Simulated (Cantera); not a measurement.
Feed: 1 mol H₂S, 0.048 mol O₂, equilibrated at 0.0210 bar.

Equilibrium computed with Cantera from the NASA thermochemical tables; the gas is ideal and each condensed phase is pure. Candidate condensed phases: H₂O, H₂SO₄, S; 19 gas species. Equilibrium is a limit: real reactors are often held back by kinetics, nucleation or transport.

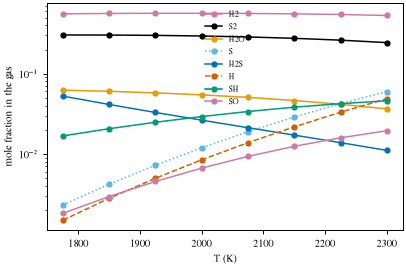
Equilibrium gas composition (values under 1e-9 drawn at 1e-9)

From 1775 K to 2300 K nothing is condensed.
